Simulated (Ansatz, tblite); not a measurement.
# The cluster TaTe₂: a ladder of methods and basis sets

Aim: run the doublet of the cluster TaTe₂ at one geometry on many levels, and compare frontier levels, spin and run time.

Program: Ansatz 0.2.0, Gaussian basis. Level of theory: as each input shows. These are calculated values, not measurements.

Levels to be run: GFN1-xTB, GFN2-xTB, PBE-D4/def2-TZVP, r2SCAN-D4/def2-TZVP, BHLYP-D4/def2-TZVP, r2SCAN0-D4/def2-TZVP, ωB97X-V/def2-TZVP, HF/def2-TZVP, B2PLYP/def2-TZVP, LC-ωPBE(0.10)/def2-TZVP, LC-ωPBE(0.15)/def2-TZVP, LC-ωPBE(0.20)/def2-TZVP, LC-ωPBE(0.30)/def2-TZVP, PBE-D4/def2-SVP, PBE0-D4/def2-SVP, PBE0-D4/def2-TZVPD, PBE-D4/def2-TZVPD, r2SCAN-D4/def2-TZVPD, CCSD(T)/def2-SVP, MP2/def2-TZVP, RPA/def2-TZVP.

1 further run of the same task is left out (set aside as unsound or not needed). Runs told in other sessions of the task aren't counted.

### 1 The structure

The geometry is that of the doublet, from an earlier relaxation (PBE-D4/def2-TZVP). At that level it is the lowest of the isomers that a small search found.

3 atoms, charge 0, spin multiplicity 2.

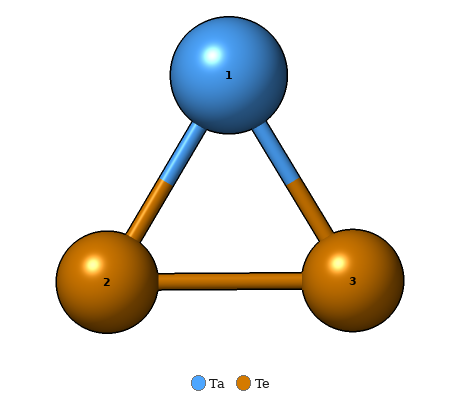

The structure; tantalum blue, tellurium orange; atoms are numbered from 1 in the order of the file.

Coordinates:

```xyz
3

Ta    1.4046   -0.6057    0.1234
Te   -0.6215    0.2120   -1.4265
Te   -0.7831    0.3938    1.3031
```

Ta, Te take a core potential in the def2 sets. No spin-orbit coupling is included.

PBE0-D4/def2-TZVP was run before; its log isn't repeated, and its numbers join the tables.

### 2 GFN1-xTB

Tight binding, by tblite at 300 K electronic temperature and without a spin-polarisation term:

```python
tblite.interface.Calculator('GFN1-xTB', numbers, positions, charge=0, uhf=1).singlepoint()
```

Energy -258.8701 eV; 0.003 s.

### 3 GFN2-xTB

Tight binding, by tblite at 300 K electronic temperature and without a spin-polarisation term:

```python
tblite.interface.Calculator('GFN2-xTB', numbers, positions, charge=0, uhf=1).singlepoint()
```

Energy -220.9104 eV; 0.004 s.

### 4 PBE-D4/def2-TZVP

start.molden holds the orbitals of an earlier run on this state, given as this run's starting guess.

File in.yaml:

```yaml
crystal:
  periodic: [false, false, false]
  atoms:
    - {symbol: Ta, position_ang: [1.404601, -0.605725, 0.123395]}
    - {symbol: Te, position_ang: [-0.621549, 0.211973, -1.426461]}
    - {symbol: Te, position_ang: [-0.783052, 0.393752, 1.303056]}
basis:
  gaussian: {orbitals: def2-TZVP, initial_orbitals: start.molden}
magnetization: {spin_polarized: true, initial_magnetization: 1}
hamiltonian: {xc: pbe, dispersion: d4}
scf: {omitted_lower_state_checks: [starts]}
output: {orbitals: {seedname: orbitals}}
```

Command:

```
$ ansatz run in.yaml --threads 4 --pin off --events-out ev --progress --plain --max-ram 3916MiB
```

Log:

```text
Functional definition: PBE
  name "PBE"
  cite "Perdew, Burke & Ernzerhof, Phys. Rev. Lett. 77, 3865 (1996) doi:10.1103/PhysRevLett.77.3865"
  parent pbe
  parameter kappa = 0.804
  parameter beta = 0.06672455060314922
  exchange = pbe_x(kappa = kappa, mu = beta*pi^2/3)
  correlation = pbe_c(beta = beta)
these checks for a lower state are left out or cut short: starts
1109 factors; their error is unknown
mean field evaluation 1: about -16137.9959 eV, gradient 5.1e0 eV
mean field evaluation 2: about -16138.1160 eV, gradient 2.1e-1 eV
mean field evaluation 4: about -16137.8640 eV, gradient 5.3e-1 eV
mean field evaluation 8: about -16137.8643 eV, gradient 4.5e-5 eV
mean field -16137.86425503 eV, -593.0555727352 hartree, gradient 1.3e-5 eV, S^2 1.441613; 0 other end points of the search recorded, 0 dependent functions left out
reference -16137.86428643 eV, -593.0555738889 hartree; 31, 30 occupied and 109, 110 virtual orbitals, 1109 factors
Total energy: -16138.03035791 eV, -593.0616769032 hartree
Checks for a lower state left out: starts
```

Wall time 3 s (4 threads of Arm Neoverse V2, shared host).

From the report: HOMO -4.25 eV, LUMO -3.63 eV (over both spins); ⟨S²⟩ 1.442 (pure: 0.75). Doubts: spin contamination.

### 5 r2SCAN-D4/def2-TZVP

in.yaml, as its differences from that of step 4:

```diff
@@ -9,4 +9,4 @@
 magnetization: {spin_polarized: true, initial_magnetization: 1}
-hamiltonian: {xc: pbe, dispersion: d4}
+hamiltonian: {xc: r2scan, dispersion: d4}
 scf: {omitted_lower_state_checks: [starts]}
-output: {orbitals: {seedname: orbitals}}
+output: {forces: true, orbitals: {seedname: orbitals}}
```

Launched as before.

Log:

```text
Functional definition: r2SCAN
  name "r2SCAN"
  cite "Furness, Kaplan, Ning, Perdew & Sun, J. Phys. Chem. Lett. 11, 8208 (2020) doi:10.1021/acs.jpclett.0c02405"
  cite "Furness, Kaplan, Ning, Perdew & Sun, J. Phys. Chem. Lett. 11, 9248 (2020) doi:10.1021/acs.jpclett.0c03077"
  parent r2scan
  parameter k0 = 0.174
  parameter k1 = 0.065
  parameter a1 = 4.9479
  exchange = r2scan_x(k0 = k0, k1 = k1, a1 = a1)
  correlation = r2scan_c
these checks for a lower state are left out or cut short: starts
1109 factors; their error is unknown
mean field evaluation 1: about -16143.9451 eV, gradient 4.3e0 eV
mean field evaluation 2: about -16144.0064 eV, gradient 1.2e-1 eV
mean field evaluation 4: about -16143.7468 eV, gradient 7.8e-3 eV
mean field evaluation 8: about -16143.7468 eV, gradient 2.3e-5 eV
mean field -16143.74684366 eV, -593.2717538797 hartree, gradient 1.7e-5 eV, S^2 1.632878; 0 other end points of the search recorded, 0 dependent functions left out
the calculation of the forces begins
reference -16143.74686104 eV, -593.2717545187 hartree; 31, 30 occupied and 109, 110 virtual orbitals, 1109 factors
Total energy: -16143.77338984 eV, -593.2727294339 hartree
Atom 0 at     1.404601    -0.605725     0.123395 Å, force    -0.015277     0.006595    -0.001188 eV/Å
Atom 1 at    -0.621549     0.211973    -1.426461 Å, force    -0.000457     0.005732     0.135396 eV/Å
Atom 2 at    -0.783052     0.393752     1.303056 Å, force     0.015733    -0.012327    -0.134208 eV/Å
Dipole moment:     0.460165    -0.176398     0.038959 e Å
Checks for a lower state left out: starts
```

Run time: 18 s. Hardware: 4 threads of Arm Neoverse V2, shared host.

HOMO -4.63 eV, LUMO -3.50 eV (over both spins); ⟨S²⟩ 1.633 (pure: 0.75). Doubts: spin contamination.

### 6 BHLYP-D4/def2-TZVP

in.yaml, as its differences from that of step 5:

```diff
@@ -9,4 +9,4 @@
 magnetization: {spin_polarized: true, initial_magnetization: 1}
-hamiltonian: {xc: r2scan, dispersion: d4}
+hamiltonian: {xc: {name: BHLYP}, dispersion: d4}
 scf: {omitted_lower_state_checks: [starts]}
-output: {forces: true, orbitals: {seedname: orbitals}}
+output: {orbitals: {seedname: orbitals}}
```

Launched as before.

Log:

```text
Functional definition: BHLYP
  name "BHLYP"
  cite "Becke, J. Chem. Phys. 98, 1372 (1993) doi:10.1063/1.464304"
  cite "Becke, Phys. Rev. A 38, 3098 (1988) doi:10.1103/PhysRevA.38.3098"
  cite "Lee, Yang & Parr, Phys. Rev. B 37, 785 (1988) doi:10.1103/PhysRevB.37.785"
  parameter a = 0.5
  exchange = (1 - a)*b88_x + a*exact_x
  correlation = lyp_c
these checks for a lower state are left out or cut short: starts
1470 factors; their error is unknown
mean field evaluation 1: about -16129.6015 eV, gradient 4.8e0 eV
mean field evaluation 2: about -16129.7021 eV, gradient 2.0e-1 eV
mean field evaluation 4: about -16130.5320 eV, gradient 1.2e0 eV
mean field evaluation 8: about -16130.5346 eV, gradient 1.0e-4 eV
mean field -16130.53457936 eV, -592.7862121226 hartree, gradient 1.5e-5 eV, S^2 1.565679; 0 other end points of the search recorded, 0 dependent functions left out
reference -16130.53471152 eV, -592.7862169794 hartree; 31, 30 occupied and 109, 110 virtual orbitals, 1470 factors
Total energy: -16130.91539176 eV, -592.8002067201 hartree
Checks for a lower state left out: starts
```

It took 13 s on 4 threads of Arm Neoverse V2, shared host; peak memory 0.76 GiB.

From the report: HOMO -6.21 eV, LUMO -2.04 eV (over both spins); ⟨S²⟩ 1.566 (pure: 0.75). Doubts: spin contamination.

### 7 r2SCAN0-D4/def2-TZVP

in.yaml, as its differences from that of step 6:

```diff
@@ -9,3 +9,3 @@
 magnetization: {spin_polarized: true, initial_magnetization: 1}
-hamiltonian: {xc: {name: BHLYP}, dispersion: d4}
+hamiltonian: {xc: {name: r2SCAN0}, dispersion: d4}
 scf: {omitted_lower_state_checks: [starts]}
```

The command is unchanged.

Log:

```text
Functional definition: r2SCAN0
  name "r2SCAN0"
  cite "Bursch, Neugebauer, Ehlert & Grimme, J. Chem. Phys. 156, 134105 (2022) doi:10.1063/5.0086040"
  cite "Furness, Kaplan, Ning, Perdew & Sun, J. Phys. Chem. Lett. 11, 8208 (2020) doi:10.1021/acs.jpclett.0c02405"
  cite "Furness, Kaplan, Ning, Perdew & Sun, J. Phys. Chem. Lett. 11, 9248 (2020) doi:10.1021/acs.jpclett.0c03077"
  parent r2scan
  parameter a = 0.25
  parameter k0 = 0.174
  parameter k1 = 0.065
  parameter a1 = 4.9479
  exchange = (1 - a)*r2scan_x(k0 = k0, k1 = k1, a1 = a1) + a*exact_x
  correlation = r2scan_c
these checks for a lower state are left out or cut short: starts
1284 factors; their error is unknown
mean field evaluation 1: about -16140.4652 eV, gradient 2.4e0 eV
mean field evaluation 2: about -16140.5014 eV, gradient 7.8e-2 eV
mean field evaluation 4: about -16140.7883 eV, gradient 2.9e-3 eV
mean field evaluation 8: about -16140.7883 eV, gradient 1.6e-5 eV
mean field -16140.78825554 eV, -593.1630277719 hartree, gradient 1.7e-5 eV, S^2 1.655997; 0 other end points of the search recorded, 0 dependent functions left out
reference -16140.78826901 eV, -593.1630282668 hartree; 31, 30 occupied and 109, 110 virtual orbitals, 1284 factors
Total energy: -16140.82601027 eV, -593.1644152325 hartree
Checks for a lower state left out: starts
```

It took 23 s on 4 threads of Arm Neoverse V2, shared host; peak memory 0.79 GiB.

From the report: HOMO -5.61 eV, LUMO -2.84 eV (over both spins); ⟨S²⟩ 1.656 (pure: 0.75). Doubts: spin contamination.

### 8 ωB97X-V/def2-TZVP

in.yaml, as its differences from that of step 7:

```diff
@@ -9,3 +9,3 @@
 magnetization: {spin_polarized: true, initial_magnetization: 1}
-hamiltonian: {xc: {name: r2SCAN0}, dispersion: d4}
+hamiltonian: {xc: {name: wB97X-V}}
 scf: {omitted_lower_state_checks: [starts]}
```

Launched as before.

Log:

```text
Functional definition: wB97X-V
  name "wB97X-V"
  cite "Mardirossian & Head-Gordon, Phys. Chem. Chem. Phys. 16, 9904 (2014) doi:10.1039/C3CP54374A"
  cite "Becke, J. Chem. Phys. 107, 8554 (1997) doi:10.1063/1.475007"
  cite "Vydrov & Van Voorhis, J. Chem. Phys. 133, 244103 (2010) doi:10.1063/1.3521275"
  parameter omega = 0.3/bohr
  parameter cx = 0.167
  parameter cx1 = 0.603
  parameter cx2 = 1.194
  parameter css0 = 0.556
  parameter css1 = -0.257
  parameter cos0 = 1.219
  parameter cos1 = -1.850
  parameter b = 6.0
  parameter c = 0.01
  exchange = spin_sum(e_x_unif_sr(omega)*poly(b97_u_x, 1 - cx, cx1, cx2)) + cx*exact_x_sr(omega) + exact_x_lr(omega)
  correlation = spin_sum(e_c_pw_same_spin*poly(b97_u_same, css0, css1))
      + integral(e_c_pw_opposite_spin*poly(b97_u_opposite, cos0, cos1)) + vv10(b, c)
these checks for a lower state are left out or cut short: starts
1183 factors; their error is unknown
240 factors; integrals over basis functions are off by at most 6.2e-5 eV
mean field evaluation 1: about -16134.4751 eV, gradient 4.2e0 eV
mean field evaluation 2: about -16134.6260 eV, gradient 3.3e-1 eV
mean field evaluation 4: about -16134.7370 eV, gradient 3.4e-1 eV
mean field evaluation 8: about -16134.7374 eV, gradient 9.7e-5 eV
mean field evaluation 16: about -16134.7374 eV, gradient 4.6e-6 eV
mean field -16134.73739032 eV, -592.9406625763 hartree, gradient 4.6e-6 eV, S^2 1.453965; 0 other end points of the search recorded, 0 dependent functions left out
reference -16134.73738890 eV, -592.9406625243 hartree; 31, 30 occupied and 109, 110 virtual orbitals, 1183 factors
Total energy: -16134.73738890 eV, -592.9406625243 hartree
Checks for a lower state left out: starts
```

Run time: 44 s. Hardware: 4 threads of Arm Neoverse V2, shared host; peak memory 0.94 GiB.

Report: HOMO -7.50 eV, LUMO -1.01 eV (over both spins); ⟨S²⟩ 1.454 (pure: 0.75). Doubts: spin contamination.

### 9 HF/def2-TZVP

in.yaml, as its differences from that of step 8:

```diff
@@ -9,3 +9,3 @@
 magnetization: {spin_polarized: true, initial_magnetization: 1}
-hamiltonian: {xc: {name: wB97X-V}}
+hamiltonian: {xc: hf}
 scf: {omitted_lower_state_checks: [starts]}
```

Launched as before.

Log:

```text
Functional definition: HF
  name "HF"
  cite "Fock, Z. Phys. 61, 126 (1930) doi:10.1007/BF01340294"
  parent pbe
  exchange = exact_x
  correlation = 0
these checks for a lower state are left out or cut short: starts
1544 factors; their error is unknown
mean field evaluation 1: about -16062.2247 eV, gradient 1.4e1 eV
mean field evaluation 2: about -16063.2372 eV, gradient 1.3e0 eV
mean field evaluation 4: about -16063.3092 eV, gradient 1.6e-1 eV
mean field evaluation 8: about -16065.1566 eV, gradient 2.5e-1 eV
mean field evaluation 16: about -16065.1586 eV, gradient 7.1e-5 eV
mean field -16065.15861195 eV, -590.3836896334 hartree, gradient 6.6e-6 eV, S^2 1.772193; 0 other end points of the search recorded, 0 dependent functions left out
reference -16065.15861195 eV, -590.3836896334 hartree; 31, 30 occupied and 109, 110 virtual orbitals, 1544 factors
Total energy: -16065.15861195 eV, -590.3836896334 hartree
Checks for a lower state left out: starts
```

It took 7.5 s on 4 threads of Arm Neoverse V2, shared host; peak memory 0.67 GiB.

HOMO -7.00 eV, LUMO -0.06 eV (over both spins); ⟨S²⟩ 1.772 (pure: 0.75). Doubts: spin contamination.

### 10 B2PLYP/def2-TZVP

in.yaml, as its differences from that of step 9:

```diff
@@ -9,4 +9,3 @@
 magnetization: {spin_polarized: true, initial_magnetization: 1}
-hamiltonian: {xc: hf}
+hamiltonian: {xc: {name: B2PLYP}}
 scf: {omitted_lower_state_checks: [starts]}
-output: {orbitals: {seedname: orbitals}}
```

Same command.

Log:

```text
Functional definition: B2PLYP
  name "B2PLYP"
  cite "Grimme, J. Chem. Phys. 124, 034108 (2006) doi:10.1063/1.2148954"
  cite "Becke, Phys. Rev. A 38, 3098 (1988) doi:10.1103/PhysRevA.38.3098"
  cite "Lee, Yang & Parr, Phys. Rev. B 37, 785 (1988) doi:10.1103/PhysRevB.37.785"
  parameter a = 0.53
  parameter c = 0.27
  exchange = (1 - a)*b88_x + a*exact_x
  correlation = (1 - c)*lyp_c + c*(mp2_os + mp2_ss)
these checks for a lower state are left out or cut short: starts
1335 factors; integrals over basis functions are off by at most 4.4e-4 eV
mean field evaluation 1: about -16113.0274 eV, gradient 4.6e0 eV
mean field evaluation 2: about -16113.1542 eV, gradient 2.2e-1 eV
mean field evaluation 4: about -16113.3763 eV, gradient 2.0e-2 eV
mean field evaluation 8: about -16113.3763 eV, gradient 2.1e-6 eV
mean field -16113.37633305 eV, -592.1556582008 hartree, gradient 4.1e-6 eV, S^2 1.611452; 0 other end points of the search recorded, 0 dependent functions left out
8 core orbitals not correlated: weight in the atoms' cores, before any rotation towards them, 1.000 or more for the frozen orbitals, at most 0.000 for the correlated occupied ones
reference -16113.37645650 eV, -592.1556627376 hartree; 23, 22 occupied and 109, 110 virtual orbitals, 1335 factors
second order -39.20452602 eV of doubles, -0.00000000 eV of singles
Total energy: -16123.96167853 eV, -592.5446624721 hartree
Checks for a lower state left out: starts
```

Run time: 10 s. Hardware: 4 threads of Arm Neoverse V2, shared host.

⟨S²⟩ 1.611 (pure: 0.75). Doubts: spin contamination.

### 11 LC-ωPBE(0.10)/def2-TZVP

in.yaml, as its differences from that of step 10:

```diff
@@ -9,3 +9,4 @@
 magnetization: {spin_polarized: true, initial_magnetization: 1}
-hamiltonian: {xc: {name: B2PLYP}}
+hamiltonian: {xc: {name: LC-wPBE, parameters: {omega: 0.1/bohr}}}
 scf: {omitted_lower_state_checks: [starts]}
+output: {orbitals: {seedname: orbitals}}
```

Same command.

Log:

```text
Functional definition: LC-wPBE
  name "LC-wPBE"
  cite "Vydrov & Scuseria, J. Chem. Phys. 125, 234109 (2006) doi:10.1063/1.2409292"
  cite "Heyd & Scuseria, J. Chem. Phys. 120, 7274 (2004) doi:10.1063/1.1668634"
  cite "Ernzerhof & Perdew, J. Chem. Phys. 109, 3313 (1998) doi:10.1063/1.476928"
  cite "Perdew, Burke & Ernzerhof, Phys. Rev. Lett. 77, 3865 (1996) doi:10.1103/PhysRevLett.77.3865"
  parent pbe
  parameter omega = 0.4/bohr
  exchange = pbe_x_sr(omega) + exact_x_lr(omega)
  correlation = pbe_c
  with omega = 0.1/bohr from the input
these checks for a lower state are left out or cut short: starts
1109 factors; their error is unknown
67 factors; integrals over basis functions are off by at most 2.9e-6 eV
mean field evaluation 1: about -16138.3287 eV, gradient 5.0e0 eV
mean field evaluation 2: about -16138.4184 eV, gradient 1.8e-1 eV
mean field evaluation 4: about -16138.1651 eV, gradient 5.3e-1 eV
mean field evaluation 8: about -16138.1653 eV, gradient 5.4e-5 eV
mean field -16138.16532863 eV, -593.0666369859 hartree, gradient 1.6e-5 eV, S^2 1.436369; 0 other end points of the search recorded, 0 dependent functions left out
reference -16138.16532870 eV, -593.0666369883 hartree; 31, 30 occupied and 109, 110 virtual orbitals, 1109 factors
Total energy: -16138.16532870 eV, -593.0666369883 hartree
Checks for a lower state left out: starts
```

It took 12 s on 4 threads of Arm Neoverse V2, shared host.

HOMO -5.72 eV, LUMO -2.28 eV (over both spins); ⟨S²⟩ 1.436 (pure: 0.75). Doubts: spin contamination.

### 12 LC-ωPBE(0.15)/def2-TZVP

in.yaml, as its differences from that of step 11:

```diff
@@ -9,3 +9,3 @@
 magnetization: {spin_polarized: true, initial_magnetization: 1}
-hamiltonian: {xc: {name: LC-wPBE, parameters: {omega: 0.1/bohr}}}
+hamiltonian: {xc: {name: LC-wPBE, parameters: {omega: 0.15/bohr}}}
 scf: {omitted_lower_state_checks: [starts]}
```

Launched as before.

Log:

```text
Functional definition: LC-wPBE
  name "LC-wPBE"
  cite "Vydrov & Scuseria, J. Chem. Phys. 125, 234109 (2006) doi:10.1063/1.2409292"
  cite "Heyd & Scuseria, J. Chem. Phys. 120, 7274 (2004) doi:10.1063/1.1668634"
  cite "Ernzerhof & Perdew, J. Chem. Phys. 109, 3313 (1998) doi:10.1063/1.476928"
  cite "Perdew, Burke & Ernzerhof, Phys. Rev. Lett. 77, 3865 (1996) doi:10.1103/PhysRevLett.77.3865"
  parent pbe
  parameter omega = 0.4/bohr
  exchange = pbe_x_sr(omega) + exact_x_lr(omega)
  correlation = pbe_c
  with omega = 0.15/bohr from the input
these checks for a lower state are left out or cut short: starts
1109 factors; their error is unknown
97 factors; integrals over basis functions are off by at most 5.3e-6 eV
mean field evaluation 1: about -16138.4415 eV, gradient 4.7e0 eV
mean field evaluation 2: about -16138.4934 eV, gradient 1.1e-1 eV
mean field evaluation 4: about -16138.2374 eV, gradient 1.3e-2 eV
mean field evaluation 8: about -16138.2374 eV, gradient 1.9e-5 eV
mean field -16138.23739525 eV, -593.0692853853 hartree, gradient 2.0e-5 eV, S^2 1.476235; 0 other end points of the search recorded, 0 dependent functions left out
reference -16138.23739528 eV, -593.0692853863 hartree; 31, 30 occupied and 109, 110 virtual orbitals, 1109 factors
Total energy: -16138.23739528 eV, -593.0692853863 hartree
Checks for a lower state left out: starts
```

Run time: 8.5 s. Hardware: 4 threads of Arm Neoverse V2, shared host.

Report: HOMO -6.33 eV, LUMO -1.81 eV (over both spins); ⟨S²⟩ 1.476 (pure: 0.75). Doubts: spin contamination.

### 13 LC-ωPBE(0.20)/def2-TZVP

in.yaml, as its differences from that of step 12:

```diff
@@ -9,3 +9,3 @@
 magnetization: {spin_polarized: true, initial_magnetization: 1}
-hamiltonian: {xc: {name: LC-wPBE, parameters: {omega: 0.15/bohr}}}
+hamiltonian: {xc: {name: LC-wPBE, parameters: {omega: 0.2/bohr}}}
 scf: {omitted_lower_state_checks: [starts]}
```

Same command.

Log:

```text
Functional definition: LC-wPBE
  name "LC-wPBE"
  cite "Vydrov & Scuseria, J. Chem. Phys. 125, 234109 (2006) doi:10.1063/1.2409292"
  cite "Heyd & Scuseria, J. Chem. Phys. 120, 7274 (2004) doi:10.1063/1.1668634"
  cite "Ernzerhof & Perdew, J. Chem. Phys. 109, 3313 (1998) doi:10.1063/1.476928"
  cite "Perdew, Burke & Ernzerhof, Phys. Rev. Lett. 77, 3865 (1996) doi:10.1103/PhysRevLett.77.3865"
  parent pbe
  parameter omega = 0.4/bohr
  exchange = pbe_x_sr(omega) + exact_x_lr(omega)
  correlation = pbe_c
  with omega = 0.2/bohr from the input
these checks for a lower state are left out or cut short: starts
1109 factors; their error is unknown
146 factors; integrals over basis functions are off by at most 6.7e-6 eV
mean field evaluation 1: about -16138.4812 eV, gradient 4.5e0 eV
mean field evaluation 2: about -16138.5201 eV, gradient 7.3e-2 eV
mean field evaluation 4: about -16138.2631 eV, gradient 5.2e-3 eV
mean field evaluation 8: about -16138.2631 eV, gradient 2.4e-5 eV
mean field -16138.26307344 eV, -593.0702290414 hartree, gradient 3.3e-6 eV, S^2 1.521900; 0 other end points of the search recorded, 0 dependent functions left out
reference -16138.26307346 eV, -593.0702290420 hartree; 31, 30 occupied and 109, 110 virtual orbitals, 1109 factors
Total energy: -16138.26307346 eV, -593.0702290420 hartree
Checks for a lower state left out: starts
```

Run time: 9 s. Hardware: 4 threads of Arm Neoverse V2, shared host.

From the report: HOMO -6.82 eV, LUMO -1.49 eV (over both spins); ⟨S²⟩ 1.522 (pure: 0.75). Doubts: spin contamination.

### 14 LC-ωPBE(0.30)/def2-TZVP

in.yaml, as its differences from that of step 13:

```diff
@@ -9,3 +9,3 @@
 magnetization: {spin_polarized: true, initial_magnetization: 1}
-hamiltonian: {xc: {name: LC-wPBE, parameters: {omega: 0.2/bohr}}}
+hamiltonian: {xc: {name: LC-wPBE, parameters: {omega: 0.3/bohr}}}
 scf: {omitted_lower_state_checks: [starts]}
```

Launched as before.

Log:

```text
Functional definition: LC-wPBE
  name "LC-wPBE"
  cite "Vydrov & Scuseria, J. Chem. Phys. 125, 234109 (2006) doi:10.1063/1.2409292"
  cite "Heyd & Scuseria, J. Chem. Phys. 120, 7274 (2004) doi:10.1063/1.1668634"
  cite "Ernzerhof & Perdew, J. Chem. Phys. 109, 3313 (1998) doi:10.1063/1.476928"
  cite "Perdew, Burke & Ernzerhof, Phys. Rev. Lett. 77, 3865 (1996) doi:10.1103/PhysRevLett.77.3865"
  parent pbe
  parameter omega = 0.4/bohr
  exchange = pbe_x_sr(omega) + exact_x_lr(omega)
  correlation = pbe_c
  with omega = 0.3/bohr from the input
these checks for a lower state are left out or cut short: starts
1109 factors; their error is unknown
240 factors; integrals over basis functions are off by at most 6.2e-5 eV
mean field evaluation 1: about -16138.4929 eV, gradient 4.4e0 eV
mean field evaluation 2: about -16138.6070 eV, gradient 2.2e-1 eV
mean field evaluation 4: about -16138.3501 eV, gradient 5.3e-1 eV
mean field evaluation 8: about -16138.3503 eV, gradient 6.0e-5 eV
mean field -16138.35031989 eV, -593.0734352891 hartree, gradient 1.4e-5 eV, S^2 1.593436; 0 other end points of the search recorded, 0 dependent functions left out
reference -16138.35031989 eV, -593.0734352893 hartree; 31, 30 occupied and 109, 110 virtual orbitals, 1109 factors
Total energy: -16138.35031989 eV, -593.0734352893 hartree
Checks for a lower state left out: starts
```

Wall time 9.5 s (4 threads of Arm Neoverse V2, shared host).

HOMO -7.54 eV, LUMO -1.12 eV (over both spins); ⟨S²⟩ 1.593 (pure: 0.75). Doubts: spin contamination.

(Part 1 of 2 ends here.)
